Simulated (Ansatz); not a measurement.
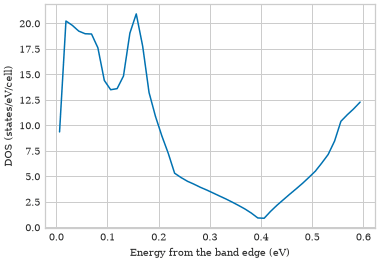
Figure: Density of states of K2S (Fm-3m) below the valence band maximum, Ansatz (a program for electronic structure) with PBEsol, rigid bands; cell volume 98.7 Å³.

### Question
What effective density of states at 300 K does this give (∫ g(E) exp(−E/k_BT) dE, both spins, divided by the cell's size)?

### Answer
4.1e21 cm⁻³, a density-of-states mass of 30 mₑ, valleys and band degeneracy included.

Spin-orbit coupling is left out; where it splits the top of the valence band, N_v and the p-type Seebeck coefficient come out somewhat high without it. Geometry: cell and atoms relaxed with PBEsol.

Formula and space group known from diffraction (Crystallography Open Database), not checked to be the room-temperature form: K2S (Fm-3m).
